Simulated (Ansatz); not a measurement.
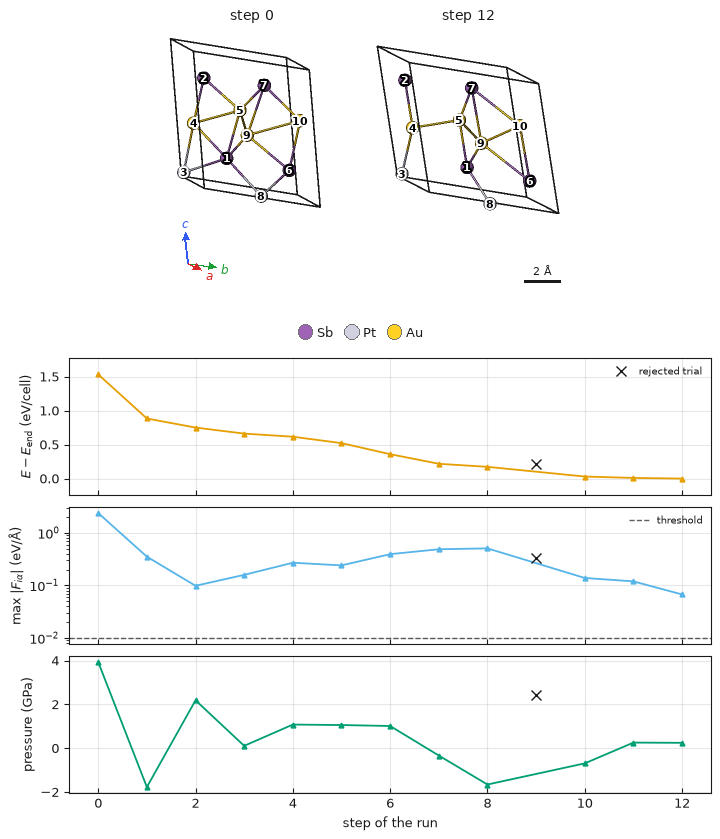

First and last geometry of a relaxation of a crystal of Sb2PtAu2 (built on the K2NiO2-139 type type), with the history of the run. The picture is a ball-and-stick view of the cell of the calculation, reduced to other axes, seen slightly off an axis. Lengths and directions refer to the drawn axes.

Case: shaken.

The calculation used Ansatz, DFT, PBEsol, plane waves, PAW.

The input:
```yaml
crystal:
  lattice:
    - [-1.7483835042, 1.7737189314, 7.3686067532]
    - [3.6877646256, -3.6877813063, 14.8181369239]
    - [1.7674244758, 1.8629316248, -7.3857447907]
  atoms:
    - { symbol: Sb, position: [0.632413469, 0.2947988003, -2.65938e-05] }
    - { symbol: Sb, position: [0.3966457844, 0.1917430143, 0.0059411013] }
    - { symbol: Pt, position: [0.0020235639, 0.0174229865, 0.0056709971] }
    - { symbol: Au, position: [0.2070939682, 0.1026295854, -0.0059230462] }
    - { symbol: Au, position: [0.8097854366, 0.4051376642, 0.0145726684] }
    - { symbol: Sb, position: [0.5560585063, 0.8208579547, -0.0149469216] }
    - { symbol: Sb, position: [0.3897684509, 0.7108647971, 0.0177319804] }
    - { symbol: Pt, position: [0.0362697549, 0.4975894409, 0.0226145868] }
    - { symbol: Au, position: [0.1947151194, 0.566663185, -0.0644541596] }
    - { symbol: Au, position: [0.8277542555, 0.9283099417, 0.0846121554] }
kpoints:
  mp_grid: { grid: [6, 6, 6] }
hamiltonian:
  xc: pbesol
scf:
  occupations: { method: fermi_dirac, width: 0.05 }
relax:
  f_tol: 0.01
  cell: {}
  max_steps: 120
```

Launched with:
```bash
ansatz run input.yaml --threads 2 --pin off --max-ram 2211MiB --backend cpu --events-out ev --progress --plain --runs-dir out
```

Read the history and describe the run.

Answer. The run was cut off at its time limit before the relaxation converged, so the last structure is only a point on the way. After 11 accepted moves (12 points after the start) the energy has fallen by 1.533 eV per cell of the calculation. The largest force component goes from 2.4 to 0.067 eV/Å. Pressure: 3.93 GPa at the start and 0.25 GPa at the end. The line search rejected the trial step at point 9 of the run. The largest move relative to the cell is that of Sb1, 1.06 Å along [2 1 0]. By element the largest moves are Sb 1.06 Å, Au 0.73 Å, Pt 0.51 Å. The drawn cell changes as follows: a 3.637 → 4.015 Å (+10.4 %), b 7.223 → 7.734 Å (+7.1 %), c 7.778 → 7.432 Å (−4.5 %), α 102.6° → 106.1°, β 102.8° → 110.7°, γ 90.6° → 77.8°; the volume changes by +6.0 %. Among the contacts that change: Sb1–Pt3 2.765 → 4.203 Å, Sb1–Au4 2.822 → 3.990 Å, Sb2–Pt8 3.047 → 4.202 Å, Au4–Au10 2.804 → 3.948 Å. Bonds break, among them: Sb1–Pt3 (2.77 → 4.20 Å). The space group (tolerance 0.01 Å) goes from P1 (No. 1) to P-1 (No. 2). Cost: 25 min on 2 threads of Arm Neoverse V1, on a shared host, peak memory 1.7 GiB.
